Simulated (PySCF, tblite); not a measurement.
**C₆H₈B radical: geometry, infrared bands and EPR parameters**

Aim: predict the infrared bands and EPR parameters of C₆H₈B radical (`C=C1[C]=C(C)BC1`).

Computed with tblite 0.8.0 and PySCF 2.14.0, with density-fitted response routines of our own, on a single molecule in the gas phase. Atoms are numbered from 0 throughout.

## (1) The starting structure

15 atoms, charge 0, multiplicity 2; geometry from: force field or distance geometry start.

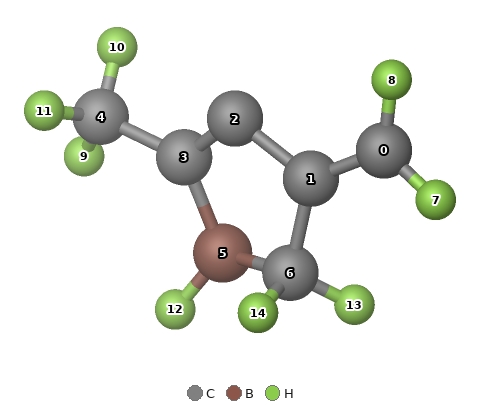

The starting geometry (carbon grey, boron brown, hydrogen green), atoms numbered.

## (2) Geometry optimisation with GFN2-xTB

What the job is given:

```
{"job": {"kind": "relax", "xc": "GFN2-xTB", "basis": "xTB"}, "charge": 0, "multiplicity": 2}
C     -1.712400    -1.491200    -1.599700
C     -0.957100    -0.598300    -0.965400
C     -0.274400    -0.856600     0.333300
C      0.661700     0.036200     0.560900
C      1.556600     0.094600     1.783500
B      0.730000     1.049500    -0.634400
C     -0.621500     0.800100    -1.409300
H     -2.168500    -1.202400    -2.546400
H     -1.889700    -2.485100    -1.178100
H      2.422400     0.765200     1.559800
H      1.992100    -0.917600     1.957100
H      1.002400     0.368200     2.695200
H      1.194700     2.133400    -0.480700
H     -0.513200     0.798700    -2.513300
H     -1.427300     1.513500    -1.090100
```

Started as:

```bash
$ OMP_NUM_THREADS=1 python probes_run.py task.json out
```

The driver reads the jobs from task.json and runs them one after another.

**Question.** This job is followed by: GFN2-xTB harmonic vibrations, gas phase; UKS B3LYP, pcH-1 on B C H, non-relativistic, mean-field spin-orbit, GIAO. What will the session give for the following? strongest single infrared mode (GFN2-xTB); zero-point energy (GFN2-xTB); g(iso) (B3LYP); ⟨S²⟩; largest a(iso) (averaged by class); surface potential, least and greatest.

As calculated:

```
                                 quantity                  value
strongest single infrared mode (GFN2-xTB)  2658 cm⁻¹, 168 km/mol
             zero-point energy (GFN2-xTB)          73.5 kcal/mol
                           g(iso) (B3LYP)                2.00204
                                     ⟨S²⟩     0.757 (exact 0.75)
       largest a(iso) (averaged by class)   13C on C2, 334.8 MHz
    surface potential, least and greatest     -0.50 V and 0.83 V
```

What this shows: The optimisation took 119 steps and gained 0.552 eV; among the close pairs (by a distance rule), C1–C2 changed most, from 1.490 to 1.433 Å. No mode is imaginary among the 39: a minimum at this level. The strongest single mode, at 2658 cm⁻¹, moves mainly H12. Unscaled tight-binding wavenumbers are off by several per cent, some by more. Its intensities can rank the bands wrongly. Most of the unpaired spin sits on C2 (0.96 e). The isotropic g lies 0.3 ppt below the free-electron value.
